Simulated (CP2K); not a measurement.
# A workflow on CH2F2 (difluoromethane)

We compute energy and gradient (singlet CH2F2, PBE/cc-pVDZ), then energy and gradient (doublet [CH2F2]+, UPBE/cc-pVDZ), then energy and forces (singlet CH2F2, PBE/cc-pVDZ), then energy and forces (doublet [CH2F2]+, UPBE/cc-pVDZ), then energy and forces (singlet CH2F2, PBE/cc-pVDZ), then energy and gradient (doublet [CH2F2]+, UPBE/cc-pVDZ) of CH2F2. The setting varied is the SCF convergence threshold. 

The results are computed with CP2K 2026.2.

6 further runs of the same task are left out: 6 set aside as unsound or not needed.

## 1. The molecule

CH2F2 has 5 atoms, charge 0, and is taken as a singlet. As SMILES, `FCF`. The coordinates come from a PBE0-D4/def2-TZVP relaxation.

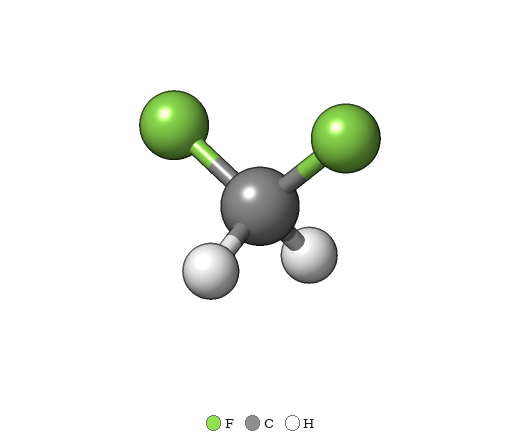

The structure, seen from a chosen angle (fluorine green, carbon grey, hydrogen white).

## 2. Energy and forces at PBE/cc-pVDZ (run 1)

The input, mol.inp:

```
&GLOBAL
 PROJECT mol
 RUN_TYPE ENERGY_FORCE
 PRINT_LEVEL MEDIUM
&END

&FORCE_EVAL
 METHOD Quickstep
 &DFT
  BASIS_SET_FILE_NAME ./cc_pvdz.basis
  POTENTIAL_FILE_NAME POTENTIAL
  &QS
   METHOD GAPW
   EPS_DEFAULT 1.0E-10
  &END
  &MGRID
   CUTOFF 280
   REL_CUTOFF 50
   NGRIDS 4
  &END
  &POISSON
   PERIODIC NONE
   POISSON_SOLVER MULTIPOLE
  &END
  &SCF
   SCF_GUESS ATOMIC
   EPS_SCF 1.0E-05
   MAX_SCF 100
   ADDED_MOS 10
   &DIAGONALIZATION
    ALGORITHM STANDARD
   &END
   &MIXING
    METHOD BROYDEN_MIXING
    ALPHA 0.2
    NBUFFER 8
   &END
  &END
  &XC
   &XC_FUNCTIONAL PBE
   &END
  &END
  &PRINT
   &MOMENTS
    PERIODIC F
    REFERENCE COM
    MAX_MOMENT 1
   &END
   &MO ON
    ENERGIES T
    OCCUPATION_NUMBERS T
    NDIGITS 6
    &EACH
     QS_SCF 0
    &END
    ADD_LAST NUMERIC
   &END
   &HIRSHFELD OFF
   &END
  &END
 &END
 &SUBSYS
  &CELL
   ABC 9.2 8.8 8.4
   PERIODIC NONE
  &END
  &COORD
   UNIT bohr
   F     -2.0282430     0.3613156     1.3195958
   C      0.0190862    -0.0319364    -0.1555245
   F      2.0607463    -0.3386389     1.3477527
   H     -0.2696639    -1.7629255    -1.2462744
   H      0.3123717     1.6331013    -1.3437842
  &END
  &TOPOLOGY
   &CENTER_COORDINATES
   &END
  &END
  &KIND F
   BASIS_SET cc-pVDZ
   POTENTIAL ALL
  &END
  &KIND C
   BASIS_SET cc-pVDZ
   POTENTIAL ALL
  &END
  &KIND H
   BASIS_SET cc-pVDZ
   POTENTIAL ALL
  &END
 &END
 &PRINT
  &FORCES ON
  &END
 &END
&END
```

Started as:

```
$ OMP_NUM_THREADS=2 cp2k.psmp mol.inp > mol.out
```

The program printed:

```text
CP2K| version string:                                       CP2K version 2026.2
[...]
 GLOBAL| Method name                                                        CP2K
[...]
 GLOBAL| Run type                                                   ENERGY_FORCE
[...]
 DFT| Spin restricted Kohn-Sham (RKS) calculation                            RKS
 DFT| Multiplicity                                                             1
[...]
 DFT| Charge                                                                   0
[...]
 FUNCTIONAL| PBE:
 QS| Method:                                                                GAPW
[...]
 QS| Density cutoff [a.u.]:                                                140.0
[...]
 QS| Relative density cutoff [a.u.]:                                        25.0
[...]
                             - Atoms:                                          5
[...]
                             - Spherical basis functions:                     52
[...]
 Number of electrons:                                                         26
[...]
     1 NoMix/Diag. 0.20E+00    0.3     0.88592436      -239.0898621825 -2.39E+02
[...]
    51 Broy./Diag. 0.20E+00    0.4     0.00000905      -238.7461384255 -2.71E-05
  *** SCF run converged in    51 steps ***
[...]
  Overlap energy of the core charge distribution:               0.00000162747554
  Self energy of the core charge distribution:               -241.06047390638633
  Core Hamiltonian energy:                                    -15.61890640599721
  Hartree energy:                                              52.36458372175278
  Exchange-correlation energy:                                 -9.54284483924131
[...]
  Dipole moment [Debye]
    X=  0.2887497E-02 Y= -0.4592438E-01 Z= -0.1574588E+01  Total=      1.5752602
  Decoupling Energy:                                               0.0001992079
 ENERGY| Total FORCE_EVAL ( QS ) energy [hartree]           -238.746179284261189
 FORCES| Atomic forces [hartree/bohr]
 FORCES|   Atom     x               y               z               |f|
 FORCES|      1 -1.47783618E-02  2.84484758E-03  8.59478791E-03   1.73309987E-02
 FORCES|      2  1.78103457E-05  1.12682554E-04  5.11052801E-04   5.23631103E-04
 FORCES|      3  1.47454323E-02 -2.27922861E-03  8.78992482E-03   1.73172006E-02
 FORCES|      4 -1.77108381E-03 -1.06361562E-02 -8.66946264E-03   1.38356112E-02
 FORCES|      5  1.78758921E-03  1.00534373E-02 -9.22909981E-03   1.37638425E-02
 FORCES| Sum     1.38623813E-06  9.55826593E-05 -2.79691889E-06
 FORCES| Total atomic force                                       9.56336195E-05
[...]
```

Run time: 22 s. Hardware: 2 threads of Intel Xeon 6975P-C (Granite Rapids), shared host; peak memory 0.74 GiB.

## 3. The doublet cation: energy and gradient at UPBE/cc-pVDZ (run 2)

The input, gas.inp:

```
&GLOBAL
  PROJECT gas
  RUN_TYPE ENERGY_FORCE
  PRINT_LEVEL MEDIUM
&END GLOBAL

&FORCE_EVAL
  METHOD QUICKSTEP
  &DFT
    BASIS_SET_FILE_NAME ./cc_pvdz.basis
    POTENTIAL_FILE_NAME POTENTIAL
    CHARGE 1
    MULTIPLICITY 2
    UKS T
    &QS
      METHOD GAPW
      EPS_DEFAULT 1.0E-10
    &END QS
    &MGRID
      CUTOFF 280
      REL_CUTOFF 50
      NGRIDS 4
    &END MGRID
    &POISSON
      PERIODIC NONE
      POISSON_SOLVER MULTIPOLE
    &END POISSON
    &SCF
      SCF_GUESS ATOMIC
      EPS_SCF 1.0E-05
      MAX_SCF 50
      &OT
        MINIMIZER DIIS
        PRECONDITIONER FULL_ALL
      &END OT
      &OUTER_SCF
        EPS_SCF 1.0E-05
        MAX_SCF 8
      &END OUTER_SCF
    &END SCF
    &XC
      &XC_FUNCTIONAL PBE
      &END XC_FUNCTIONAL
    &END XC
    &PRINT
      &MOMENTS
        PERIODIC F
        REFERENCE COM
        MAX_MOMENT 1
      &END MOMENTS
      &MO_CUBES
        NLUMO 1
        NHOMO -1
        WRITE_CUBE F
      &END MO_CUBES
      &HIRSHFELD OFF
      &END HIRSHFELD
    &END PRINT
  &END DFT
  &SUBSYS
    &CELL
      ABC 9.2 8.8 8.4
      PERIODIC NONE
    &END CELL
    &COORD
      UNIT bohr
      F     -2.0282430     0.3613156     1.3195958
      C      0.0190862    -0.0319364    -0.1555245
      F      2.0607463    -0.3386389     1.3477527
      H     -0.2696639    -1.7629255    -1.2462744
      H      0.3123717     1.6331013    -1.3437842
    &END COORD
    &TOPOLOGY
      &CENTER_COORDINATES
      &END CENTER_COORDINATES
    &END TOPOLOGY
    &KIND F
      BASIS_SET cc-pVDZ
      POTENTIAL ALL
    &END KIND
    &KIND C
      BASIS_SET cc-pVDZ
      POTENTIAL ALL
    &END KIND
    &KIND H
      BASIS_SET cc-pVDZ
      POTENTIAL ALL
    &END KIND
  &END SUBSYS
  &PRINT
    &FORCES ON
    &END FORCES
  &END PRINT
&END FORCE_EVAL
```

Started as:

```
$ OMP_NUM_THREADS=2 cp2k.psmp -i gas.inp > gas.out 2>&1
```

The program printed:

```text
CP2K| version string:                                       CP2K version 2026.2
[...]
 GLOBAL| Method name                                                        CP2K
[...]
 GLOBAL| Run type                                                   ENERGY_FORCE
[...]
 DFT| Spin unrestricted (spin-polarized) Kohn-Sham calculation               UKS
 DFT| Multiplicity                                                             2
[...]
 DFT| Charge                                                                   1
[...]
 FUNCTIONAL| PBE:
 QS| Method:                                                                GAPW
[...]
 QS| Density cutoff [a.u.]:                                                140.0
[...]
 QS| Relative density cutoff [a.u.]:                                        25.0
[...]
                             - Atoms:                                          5
[...]
                             - Spherical basis functions:                     52
[...]
 Number of electrons:                                                         13
[...]
     1 OT DIIS     0.15E+00    0.5     0.60987821      -206.0454655037 -2.06E+02
[...]
    22 OT DIIS     0.15E+00    0.5     0.00000567      -238.3046934827 -5.36E-08
  *** SCF run converged in    22 steps ***
[...]
  Overlap energy of the core charge distribution:               0.00000162747554
  Self energy of the core charge distribution:               -241.06047390638633
  Core Hamiltonian energy:                                    -16.30806944974874
  Hartree energy:                                              53.18723013918428
  Exchange-correlation energy:                                 -9.13563229551544
[...]
  Dipole moment [Debye]
    X=  0.6657808E-02 Y= -0.9822421E-01 Z= -0.3394322E+01  Total=      3.3957490
[...]
 HOMO - LUMO gap [eV] :    1.616718
[...]
 ENERGY| Total FORCE_EVAL ( QS ) energy [hartree]           -238.304693491042485
 FORCES| Atomic forces [hartree/bohr]
 FORCES|   Atom     x               y               z               |f|
 FORCES|      1  8.57510026E-03 -1.98428055E-03 -1.97312975E-02   2.16054117E-02
 FORCES|      2 -1.54200889E-04  2.85869894E-03  9.62103223E-02   9.62529067E-02
 FORCES|      3 -8.51275069E-03  8.97223697E-04 -1.98654429E-02   2.16311756E-02
 FORCES|      4 -4.33534344E-03 -2.63287131E-02 -2.75994917E-02   3.83891688E-02
 FORCES|      5  4.42860039E-03  2.46346233E-02 -2.90185911E-02   3.83217405E-02
 FORCES| Sum     1.40562997E-06  7.75523343E-05 -4.50097586E-06
 FORCES| Total atomic force                                       7.76955542E-05
[...]
```

It took 41 s on 2 threads of Intel Xeon 6975P-C (Granite Rapids), shared host; peak memory 0.59 GiB.

Runs 3 to 4 aren't shown in full; the table further down has their settings and results.

## 4. Energy and forces at PBE/cc-pVDZ (run 5)

The input, mol.inp:

```
&FORCE_EVAL
   METHOD QS
   &DFT
      BASIS_SET_FILE_NAME ./cc_pvdz.basis
      POTENTIAL_FILE_NAME POTENTIAL
      # Quickstep
      &QS
         METHOD GAPW
         EPS_DEFAULT 1.0E-10
      &END QS
      &MGRID
         CUTOFF 280
         REL_CUTOFF 50
         NGRIDS 4
      &END MGRID
      &POISSON
         PERIODIC NONE
         POISSON_SOLVER MULTIPOLE
      &END POISSON
      &SCF
         SCF_GUESS ATOMIC
         EPS_SCF 1.0E-08
         MAX_SCF 100
         ADDED_MOS 10
         &DIAGONALIZATION
            ALGORITHM STANDARD
         &END DIAGONALIZATION
         &MIXING
            METHOD BROYDEN_MIXING
            ALPHA 0.2
            NBUFFER 8
         &END MIXING
      &END SCF
      &XC
         &XC_FUNCTIONAL PBE
         &END XC_FUNCTIONAL
      &END XC
      &PRINT
         &MOMENTS
            PERIODIC F
            REFERENCE COM
            MAX_MOMENT 1
         &END MOMENTS
         &MO ON
            ENERGIES T
            OCCUPATION_NUMBERS T
            NDIGITS 6
            &EACH
               QS_SCF 0
            &END EACH
            ADD_LAST NUMERIC
         &END MO
         &HIRSHFELD OFF
         &END HIRSHFELD
      &END PRINT
   &END DFT
   # structure
   &SUBSYS
      # vacuum box
      &CELL
         ABC 9.2 8.8 8.4
         PERIODIC NONE
      &END CELL
      &COORD
         UNIT bohr
         F     -2.0282430     0.3613156     1.3195958
         C      0.0190862    -0.0319364    -0.1555245
         F      2.0607463    -0.3386389     1.3477527
         H     -0.2696639    -1.7629255    -1.2462744
         H      0.3123717     1.6331013    -1.3437842
      &END COORD
      &TOPOLOGY
         &CENTER_COORDINATES
         &END CENTER_COORDINATES
      &END TOPOLOGY
      &KIND F
         BASIS_SET cc-pVDZ
         POTENTIAL ALL
      &END KIND
      &KIND C
         BASIS_SET cc-pVDZ
         POTENTIAL ALL
      &END KIND
      &KIND H
         BASIS_SET cc-pVDZ
         POTENTIAL ALL
      &END KIND
   &END SUBSYS
   # extra output
   &PRINT
      &FORCES ON
      &END FORCES
   &END PRINT
&END FORCE_EVAL
&GLOBAL
   PROJECT_NAME mol
   RUN_TYPE ENERGY_FORCE
   PRINT_LEVEL MEDIUM
&END GLOBAL
```

Started as:

```
$ OMP_NUM_THREADS=2 cp2k.psmp -i mol.inp > mol.out 2>&1
```

The program printed:

```text
CP2K| version string:                                       CP2K version 2026.2
 CP2K| Input file name                                                   mol.inp

[... 280 lines left out ...]
  Decoupling Energy:                                               0.0002734324
[... 35 lines left out ...]
  Decoupling Energy:                                               0.0002000899
[... 35 lines left out ...]
  Decoupling Energy:                                               0.0001991116
[... 35 lines left out ...]
  Decoupling Energy:                                               0.0001991584
[... 35 lines left out ...]
  Decoupling Energy:                                               0.0001992046
[... 45 lines left out ...]
  Exchange-correlation energy:                                 -9.54285025028258
[... 4 lines left out ...]
  Total energy:                                              -238.74617923008984

 *******************************************************************************
 *   ___                                                                       *
 *  /   \                                                                      *
 * [ABORT]                                                                     *
 *  \___/     SCF run NOT converged. To continue the calculation regardless,   *
 *    |             please set the keyword IGNORE_CONVERGENCE_FAILURE.         *
 *  O/|                                                                        *
 * /| |                                                                        *
 * / \                                                            qs_scf.F:702 *
 *******************************************************************************

 ===== Routine Calling Stack =====

            4 scf_env_do_scf
            3 qs_energies
            2 qs_forces
            1 CP2K
```

Wall time 38 s (2 threads of Intel Xeon 6975P-C (Granite Rapids), shared host); peak memory 0.74 GiB.

No converged result was reached.

## 5. The doublet cation: energy and forces at UPBE/cc-pVDZ (run 6)

The input, molecule.inp:

```
&FORCE_EVAL
 METHOD QS
 &DFT
  BASIS_SET_FILE_NAME ./cc_pvdz.basis
  POTENTIAL_FILE_NAME POTENTIAL
  CHARGE 1
  MULTIPLICITY 2
  UKS T
  &QS
   METHOD GAPW
   EPS_DEFAULT 1.0E-10
  &END QS
  # plane-wave cutoff in Ry
  &MGRID
   CUTOFF 280
   REL_CUTOFF 50
   NGRIDS 4
  &END MGRID
  &POISSON
   PERIODIC NONE
   POISSON_SOLVER MULTIPOLE
  &END POISSON
  &SCF
   SCF_GUESS ATOMIC
   EPS_SCF 1.0E-08
   MAX_SCF 50
   &OT
    MINIMIZER DIIS
    PRECONDITIONER FULL_ALL
   &END OT
   &OUTER_SCF
    EPS_SCF 1.0E-08
    MAX_SCF 8
   &END OUTER_SCF
  &END SCF
  # functional
  &XC
   &XC_FUNCTIONAL PBE
   &END XC_FUNCTIONAL
  &END XC
  &PRINT
   &MOMENTS
    PERIODIC F
    REFERENCE COM
    MAX_MOMENT 1
   &END MOMENTS
   &MO_CUBES
    NLUMO 1
    NHOMO -1
    WRITE_CUBE F
   &END MO_CUBES
   &HIRSHFELD OFF
   &END HIRSHFELD
  &END PRINT
 &END DFT
 &SUBSYS
  &CELL
   ABC 9.2 8.8 8.4
   PERIODIC NONE
  &END CELL
  &COORD
   UNIT bohr
   F     -2.0282430     0.3613156     1.3195958
   C      0.0190862    -0.0319364    -0.1555245
   F      2.0607463    -0.3386389     1.3477527
   H     -0.2696639    -1.7629255    -1.2462744
   H      0.3123717     1.6331013    -1.3437842
  &END COORD
  &TOPOLOGY
   &CENTER_COORDINATES
   &END CENTER_COORDINATES
  &END TOPOLOGY
  &KIND F
   BASIS_SET cc-pVDZ
   POTENTIAL ALL
  &END KIND
  &KIND C
   BASIS_SET cc-pVDZ
   POTENTIAL ALL
  &END KIND
  &KIND H
   BASIS_SET cc-pVDZ
   POTENTIAL ALL
  &END KIND
 &END SUBSYS
 # extra output
 &PRINT
  &FORCES ON
  &END FORCES
 &END PRINT
&END FORCE_EVAL
&GLOBAL
 PROJECT molecule
 RUN_TYPE ENERGY_FORCE
 PRINT_LEVEL MEDIUM
&END GLOBAL
```

Started as:

```
$ OMP_NUM_THREADS=2 cp2k.psmp -i molecule.inp > molecule.out 2>&1
```

The program printed:

```text
CP2K| version string:                                       CP2K version 2026.2
[...]
 GLOBAL| Method name                                                        CP2K
[...]
 GLOBAL| Run type                                                   ENERGY_FORCE
[...]
 DFT| Spin unrestricted (spin-polarized) Kohn-Sham calculation               UKS
 DFT| Multiplicity                                                             2
[...]
 DFT| Charge                                                                   1
[...]
 FUNCTIONAL| PBE:
 QS| Method:                                                                GAPW
[...]
 QS| Density cutoff [a.u.]:                                                140.0
[...]
 QS| Relative density cutoff [a.u.]:                                        25.0
[...]
                             - Atoms:                                          5
[...]
                             - Spherical basis functions:                     52
[...]
 Number of electrons:                                                         13
[...]
     1 OT DIIS     0.15E+00    0.5     0.60987821      -206.0454655037 -2.06E+02
[...]
    32 OT DIIS     0.15E+00    0.5     5.3408E-09      -238.3046934958 -8.53E-13
  *** SCF run converged in    32 steps ***
[...]
  Overlap energy of the core charge distribution:               0.00000162747554
  Self energy of the core charge distribution:               -241.06047390638633
  Core Hamiltonian energy:                                    -16.30803132277747
  Hartree energy:                                              53.18719578472307
  Exchange-correlation energy:                                 -9.13563743478395
[...]
  Dipole moment [Debye]
    X=  0.6641417E-02 Y= -0.9829477E-01 Z= -0.3394297E+01  Total=      3.3957261
[...]
 HOMO - LUMO gap [eV] :    1.616703
[...]
 ENERGY| Total FORCE_EVAL ( QS ) energy [hartree]           -238.304693495835977
 FORCES| Atomic forces [hartree/bohr]
 FORCES|   Atom     x               y               z               |f|
 FORCES|      1  8.57830293E-03 -1.98639344E-03 -1.97309849E-02   2.16065917E-02
 FORCES|      2 -1.70740484E-04  2.87354369E-03  9.62039454E-02   9.62470026E-02
 FORCES|      3 -8.50329281E-03  8.85923370E-04 -1.98625503E-02   2.16243324E-02
 FORCES|      4 -4.33392688E-03 -2.63272232E-02 -2.75970624E-02   3.83862404E-02
 FORCES|      5  4.43106584E-03  2.46317063E-02 -2.90178488E-02   3.83195883E-02
 FORCES| Sum     1.40859058E-06  7.75567561E-05 -4.50101672E-06
 FORCES| Total atomic force                                       7.77000238E-05
[...]
```

It took 41 s on 2 threads of Intel Xeon 6975P-C (Granite Rapids), shared host; peak memory 0.59 GiB.

## 6. The series

| run | level | SCF convergence threshold | iteration cap | partner | energy (Eh) | HOMO energy (eV) | LUMO energy (eV) | largest force (eV/Å) | wall time |
| --- | --- | --- | --- | --- | --- | --- | --- | --- | --- |
| 1 | PBE/cc-pVDZ | 1e-05 | 100 | base | -238.746179 | -7.53 | 1.44 | 0.891 | 22 s |
| 2 | UPBE/cc-pVDZ | 1e-05 | 50 | cation | -238.304693 | -17.67 | -16.54 | 4.950 | 41 s |
| 3 | PBE/cc-pVDZ | 1e-06 | 100 | base | -238.746179 | -7.53 | 1.44 | 0.891 | 40 s |
| 4 | UPBE/cc-pVDZ | 1e-06 | 50 | cation | -238.304693 | -17.67 | -16.54 | 4.949 | 44 s |
| 5 | PBE/cc-pVDZ | 1e-08 | 100 | base | not converged | – | – | – | 38 s |
| 6 | UPBE/cc-pVDZ | 1e-08 | 50 | cation | -238.304693 | -17.67 | -16.54 | 4.949 | 41 s |

## 7. What came out

```
                                                 quantity          value
                      doublet cation, run 6: total energy  -238.30469 Eh
doublet cation, run 6: HOMO energy (highest over α and β)      -17.67 eV
 doublet cation, run 6: LUMO energy (lowest over α and β)      -16.54 eV
                              doublet cation, run 6: ⟨S²⟩          0.751
          doublet cation, run 6: largest force on an atom     4.949 eV/Å
       vertical ionisation energy (to the doublet cation)      12.013 eV
```

In words: The vertical ionisation energy comes to 12.01 eV (277 kcal/mol). −ε(HOMO) before ionisation, 7.53 eV, is 4.49 eV below this ionisation energy. All runs together took 3.8 min, the longest 44 s. 1 of the 6 runs did not end normally.
